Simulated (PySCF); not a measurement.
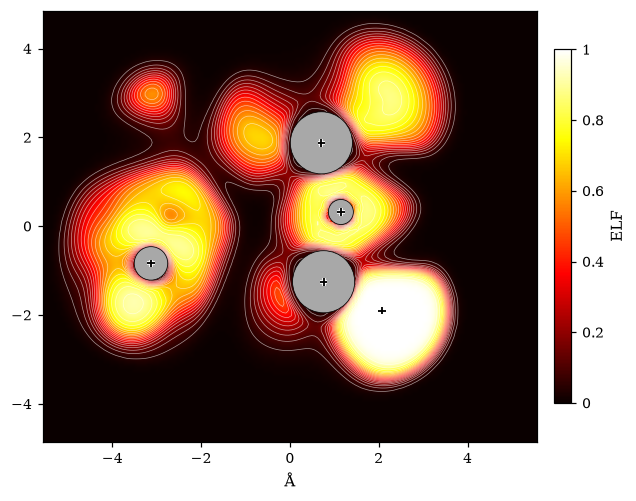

The ELF on a plane through atoms (crosses mark nuclei in the plane; grey discs cover the cores).

Method: PySCF, wB97X-D/def2-SVPD, SCF density, gas phase.

Candidates:
A. C2H8O3Si3
B. C5H15NSn (SMILES [H][Sn]([H])([CH3])[N](CC)CC)
C. C5H14OSn (SMILES [H][Sn]([H])([CH3])[O]C(C)(C)C)

Which candidate gave the map?

Candidate A: C2H8O3Si3 on the plane of atoms Si5, O7 and Si8, which holds C, Si, O and H. Si–O (1.62 Å): the ELF peaks at about 0.90 between the atoms: a polar covalent bond.
